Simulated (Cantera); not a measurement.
A closed system holds: 1 mol SiH2Cl2, 1.4 mol HCl, 22 mol N2, held at 1000 Pa.

Method: chemical equilibrium by Gibbs-energy minimisation in Cantera with the NASA 1993 tables (ideal gas, pure condensed phases). Candidate condensed phases: NH4Cl, Si, Si3N4; 28 gas species. N2 is the only nitrogen source here; it is nearly inert below about 1500 K, so the nitride shown seldom forms there in practice. The tables' values for SiCl3, SiCl are old estimates; treat these amounts as uncertain. Rates play no part.

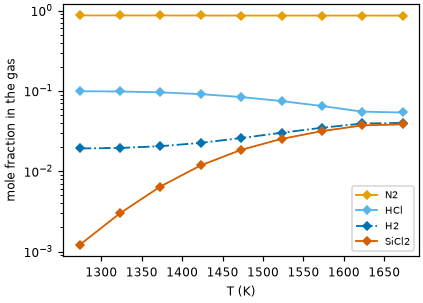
Equilibrium gas composition (values under 1e-9 drawn at 1e-9)

Task: Read off the mole fractions at 1573 K.

Result: N2 about 0.87, HCl about 0.065, H2 about 0.035, SiCl2 about 0.032.
